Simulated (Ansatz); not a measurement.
Input file:

```
basis:
  gaussian:
    orbitals: def2-SVPD
crystal:
  periodic: [false, false, false]
  atoms:
    - symbol: C
      position_ang: [-0.894835, 0.554264, -1.678595]
    - symbol: C
      position_ang: [0.990985, 2.799643, -0.817235]
    - symbol: O
      position_ang: [0.663653, 3.312801, -1.865041]
    - symbol: Si
      position_ang: [0.267729, 1.077248, -0.294565]
    - symbol: Si
      position_ang: [-0.794690, 1.352881, 1.785210]
    - symbol: Si
      position_ang: [2.080960, -0.385406, 0.026418]
    - symbol: H
      position_ang: [-1.687699, 1.309163, -1.801086]
    - symbol: H
      position_ang: [-1.363298, -0.422624, -1.485304]
    - symbol: H
      position_ang: [-0.338275, 0.498665, -2.627602]
    - symbol: H
      position_ang: [-1.961334, 2.281870, 1.668327]
    - symbol: H
      position_ang: [0.175236, 1.920784, 2.772490]
    - symbol: H
      position_ang: [-1.282542, 0.036464, 2.302008]
    - symbol: H
      position_ang: [2.815574, -0.611927, -1.256828]
    - symbol: H
      position_ang: [1.603857, -1.705814, 0.543030]
    - symbol: H
      position_ang: [3.027367, 0.201589, 1.025291]
    - symbol: H
      position_ang: [1.723859, 3.322831, -0.133130]
hamiltonian:
  xc: pbe0
output: {forces: true, orbitals: {seedname: orbitals}}
```

Command:

```sh
ansatz run input.yaml --threads 2 --pin off --max-ram 5220MiB --events-out events.jsonl --progress --plain --runs-dir runs
```

Geometry: r2SCAN-D4/def2-SVP.

All numbers below come from Ansatz, isolated molecule in a Gaussian basis; Kohn-Sham density functional theory, functional PBE0.

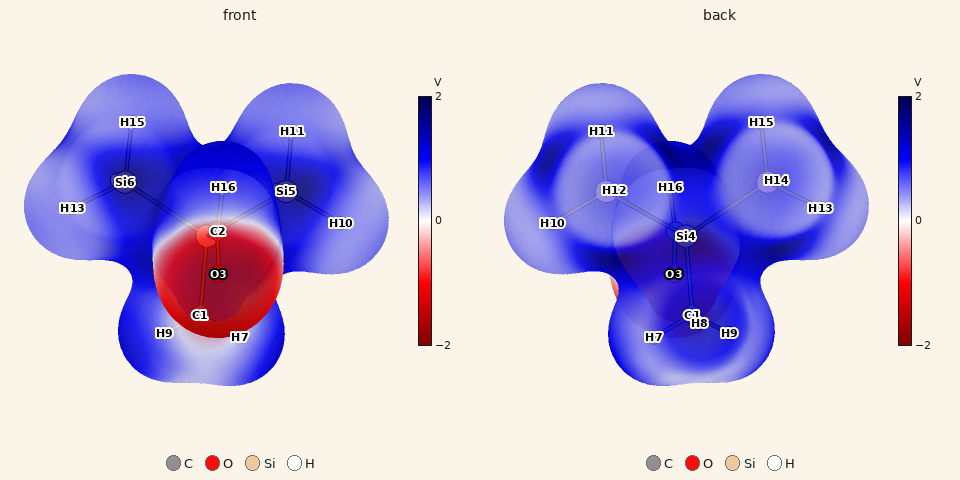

C$_{2}$H$_{10}$OSi$_{3}$ (SMILES C[Si]([SiH3])([SiH3])C=O). The molecular electrostatic potential painted on the density surface at 0.004 e/bohr³, seen from the front and from behind; the colour scale runs from red (negative) to blue (positive).

> Describe the electrostatic potential map.

The most negative region (about −1.6 V) lies over O3, the most positive (about +1.8 V) over Si4, Si5 and Si6. O3 is the likeliest acceptor of a hydrogen bond.
